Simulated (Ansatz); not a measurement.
# NH (imidogen): levels of theory compared

Aim: a comparison of 6 runs (UHSE06/3-21G, UB3LYP/6-311G**, UCAM-B3LYP/6-311G**, UPBE0/6-311G**, RPA@PBE/6-311G**, UBCCD(T)/3-21G) of NH (imidogen). 

The results are computed with Ansatz 0.2.0.

56 further runs of the same task are left out: 56 set aside as unsound or not needed.

## (1) The structure to begin with

NH has 2 atoms, charge 0, and is taken as a triplet. SMILES: `[NH]`. The H2–N1 distance was set to 2.072 Å, away from the relaxed value.

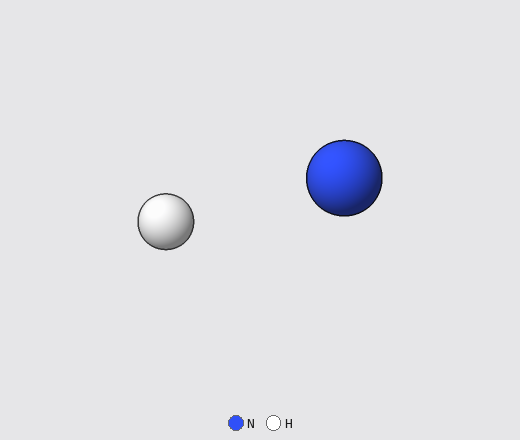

Viewed from a chosen angle; nitrogen blue, hydrogen white.

## (2) The energy at UHSE06/3-21G (run 1)

run.yaml reads:

```yaml
crystal:
  periodic: [false, false, false]
  atoms:
    - symbol: N
      position_ang: [0.000000, 0.000000, -1.036190]
    - symbol: H
      position_ang: [0.000000, 0.000000, 1.036210]
basis:
  gaussian: {orbitals: 3-21G.json}
magnetization: {spin_polarized: true, initial_magnetization: 2}
hamiltonian: {xc: {name: HSE06}}
accuracy: high
```

The basis set 3-21G is read from a file made from the Basis Set Exchange's data (not shown).

Run with:

```bash
ansatz run run.yaml --threads 1 --pin off --max-ram 2610MiB --events-out events.jsonl --progress --plain --runs-dir runs
```

Standard output:

```text
Warning: RAYON_NUM_THREADS=1 ignored (pool sized by the plan → 1); use --threads N
Functional definition: HSE06
  name "HSE06"
  parameter a = 0.25
  parameter omega = 0.11/bohr
  exchange = pbe_x - a*pbe_x_sr(omega) + a*exact_x_sr(omega)
  correlation = pbe_c
207 factors; integrals over basis functions are off by at most 3.5e-9 eV
44 factors; integrals over basis functions are off by at most 7.3e-10 eV
mean field evaluation 1: about -1488.3793 eV, gradient 8.5e0 eV
mean field evaluation 2: about -1485.2220 eV, gradient 2.1e1 eV
mean field evaluation 4: about -1489.5179 eV, gradient 1.6e0 eV
mean field evaluation 8: about -1489.7000 eV, gradient 3.8e-1 eV
mean field evaluation 16: about -1489.7063 eV, gradient 2.5e-5 eV
mean field evaluation 32: about -1489.7063 eV, gradient 1.3e-3 eV
mean field -1489.70625100 eV, -54.7456949650 hartree, gradient 3.5e-8 eV, S^2 2.733694; 1 other end points of the search recorded, 0 dependent functions left out
reference -1489.70625203 eV, -54.7456950030 hartree; 5, 3 occupied and 6, 8 virtual orbitals, 207 factors
Total energy: -1489.70625203 eV, -54.7456950030 hartree
```

It took 1 s on 1 thread of Arm Neoverse V1, shared host.

## (3) The energy at UB3LYP/6-311G(d,p) (run 2)

in.yaml reads:

```yaml
crystal:
  periodic: [false, false, false]
  atoms:
    - symbol: "N"
      position_ang: [0.000000, 0.000000, -1.036190]
    - symbol: H
      position_ang: [0.000000, 0.000000, 1.036210]
basis:
  gaussian:
    orbitals: 6-311G_st__st_.json
magnetization:
  spin_polarized: true
  initial_magnetization: 2
hamiltonian:
  xc: {name: B3LYP}
accuracy: high
```

The basis set 6-311G** is read from a file made from the Basis Set Exchange's data (not shown).

Run with:

```bash
ansatz run in.yaml --threads 1 --pin off --max-ram 2610MiB --events-out events.jsonl --progress --plain --runs-dir runs
```

Standard output:

```text
Warning: RAYON_NUM_THREADS=1 ignored (pool sized by the plan → 1); use --threads N
Functional definition: B3LYP
  name "B3LYP"
  parameter a0 = 0.2
  parameter ax = 0.72
  parameter ac = 0.81
  exchange = (1 - a0 - ax)*slater_x + ax*b88_x + a0*exact_x
  correlation = (1 - ac)*vwn_rpa_c + ac*lyp_c
350 factors; integrals over basis functions are off by at most 6.3e-9 eV
mean field evaluation 1: about -1498.1265 eV, gradient 1.3e1 eV
mean field evaluation 2: about -1492.4552 eV, gradient 2.8e1 eV
mean field evaluation 4: about -1499.6063 eV, gradient 1.6e0 eV
mean field evaluation 8: about -1499.8270 eV, gradient 1.3e-1 eV
mean field evaluation 16: about -1499.8277 eV, gradient 1.1e-5 eV
mean field evaluation 32: about -1499.8277 eV, gradient 1.4e-4 eV
mean field -1499.82770873 eV, -55.1176516761 hartree, gradient 7.7e-8 eV, S^2 2.660677; 1 other end points of the search recorded, 0 dependent functions left out
reference -1499.82773362 eV, -55.1176525909 hartree; 5, 3 occupied and 19, 21 virtual orbitals, 350 factors
Total energy: -1499.82773362 eV, -55.1176525909 hartree
```

Run time: 0.93 s. Hardware: 1 thread of Arm Neoverse V1, shared host.

Run 3 isn't shown in full; the table further down has it.

## (4) A single-point energy at UPBE0/6-311G(d,p) (run 4)

run.yaml reads:

```yaml
basis:
  gaussian:
    orbitals: 6-311G_st__st_.json
crystal:
  periodic: [false, false, false]
  atoms:
    - {symbol: "N", position_ang: [0.000000, 0.000000, -1.036190]}
    - {symbol: H, position_ang: [0.000000, 0.000000, 1.036210]}
magnetization:
  spin_polarized: true
  initial_magnetization: 2
hamiltonian:
  xc: {name: PBE0}
accuracy: high
```

The basis set 6-311G** is read from a file made from the Basis Set Exchange's data (not shown).

Run with:

```bash
ansatz run run.yaml --threads 1 --pin off --max-ram 2610MiB --events-out events.jsonl --progress --plain --runs-dir runs
```

Standard output:

```text
Warning: RAYON_NUM_THREADS=1 ignored (pool sized by the plan → 1); use --threads N
Functional definition: PBE0
  name "PBE0"
  parameter a = 0.25
  parameter kappa = 0.804
  parameter beta = 0.06672455060314922
  exchange = (1 - a)*pbe_x(kappa = kappa, mu = beta*pi^2/3) + a*exact_x
  correlation = pbe_c(beta = beta)
350 factors; integrals over basis functions are off by at most 6.3e-9 eV
mean field evaluation 1: about -1496.3899 eV, gradient 1.2e1 eV
mean field evaluation 2: about -1492.7151 eV, gradient 2.4e1 eV
mean field evaluation 4: about -1497.7512 eV, gradient 1.8e0 eV
mean field evaluation 8: about -1498.0404 eV, gradient 1.3e-1 eV
mean field evaluation 16: about -1498.0411 eV, gradient 4.7e-6 eV
mean field evaluation 32: about -1498.0411 eV, gradient 1.5e-4 eV
mean field -1498.04107065 eV, -55.0519939378 hartree, gradient 1.9e-8 eV, S^2 2.734227; 1 other end points of the search recorded, 0 dependent functions left out
reference -1498.04107239 eV, -55.0519940016 hartree; 5, 3 occupied and 19, 21 virtual orbitals, 350 factors
Total energy: -1498.04107239 eV, -55.0519940016 hartree
```

Run time: 0.86 s. Hardware: 1 thread of Arm Neoverse V1, shared host.

Run 5 isn't shown in full; the table further down has it.

## (5) A single-point energy at UBCCD(T)/3-21G (run 6)

run.yaml reads:

```yaml
crystal:
  periodic: [false, false, false]
  atoms:
    - {symbol: "N", position_ang: [0.000000, 0.000000, -1.036190]}
    - {symbol: H, position_ang: [0.000000, 0.000000, 1.036210]}
basis:
  gaussian:
    orbitals: 3-21G.json
magnetization:
  spin_polarized: true
  initial_magnetization: 2
correlation:
  method: bccd_t
  frozen_orbitals: {H: 0, "N": 1}
accuracy: high
scf:
  omitted_lower_state_checks: [cluster_reference, increment]
```

The basis set 3-21G is read from a file made from the Basis Set Exchange's data (not shown).

Run with:

```bash
ansatz run run.yaml --threads 1 --pin off --max-ram 2610MiB --events-out events.jsonl --progress --plain --runs-dir runs
```

Standard output, cut to the lines that bear on the results:

```text
Warning: RAYON_NUM_THREADS=1 ignored (pool sized by the plan → 1); use --threads N
Functional definition: HF
  name "HF"
[...]
207 factors; integrals over basis functions are off by at most 3.5e-9 eV
[...]
mean field -1485.82570997 eV, -54.6030877125 hartree, gradient 3.0e-8 eV, S^2 2.903152; 4 other end points of the search recorded, 0 dependent functions left out
1 core orbitals not correlated: weight in the atoms' cores, before any rotation towards them, 1.000 or more for the frozen orbitals, at most 0.000 for the correlated occupied ones
reference -1485.82570997 eV, -54.6030877125 hartree; 4, 2 occupied and 6, 8 virtual orbitals, 207 factors
second order -0.76664875 eV of doubles, -0.00000000 eV of singles
cycle   1  -0.89693806 eV  change   -1.3e-1 eV  update   2.4e-2
[...]
cycle  35  -1.06929368 eV  change  -1.6e-10 eV  update  2.9e-10
perturbative correction -0.04197961 eV, -0.0015427224 hartree
Total energy: -1486.93698326 eV, -54.6439262526 hartree
Checks for a lower state left out: cluster_reference, increment
```

Wall time 0.34 s (1 thread of Arm Neoverse V1, shared host).

## (6) Overview of the runs

| run | level | frozen core orbitals | energy (Eh) | ⟨S²⟩ | wall time |
| --- | --- | --- | --- | --- | --- |
| 1 | UHSE06/3-21G | – | -54.745695 | 2.734 | 1 s |
| 2 | UB3LYP/6-311G** | – | -55.117653 | 2.661 | 0.93 s |
| 3 | UCAM-B3LYP/6-311G** | – | -55.091198 | 2.718 | 1.1 s |
| 4 | UPBE0/6-311G** | – | -55.051994 | 2.734 | 0.86 s |
| 5 | RPA@PBE/6-311G** | 1 | -55.067643 | 2.577 | 0.95 s |
| 6 | UBCCD(T)/3-21G | 1 | -54.643926 | 2.903 | 0.34 s |

## (7) What came out

| quantity | value |
| --- | --- |
| run 6: total energy | -54.64393 Eh |
| run 6: correlation energy (1 core orbital frozen) | -40.8 mEh |
| run 6: (T) correction | -1.54 mEh |
| run 6: ⟨S²⟩ of the reference determinant | 2.903 |

What this shows: Totals of different functionals can't be ranked against each other. Spin contamination of the reference: run 6 ⟨S²⟩ = 2.90, run 4 ⟨S²⟩ = 2.73, run 1 ⟨S²⟩ = 2.73, run 3 ⟨S²⟩ = 2.72, run 2 ⟨S²⟩ = 2.66, run 5 ⟨S²⟩ = 2.58. Where it is this large, the reference is a mixture of spin states, and values that rest on it are in doubt. All runs together took 5.2 s, the longest 1.1 s.
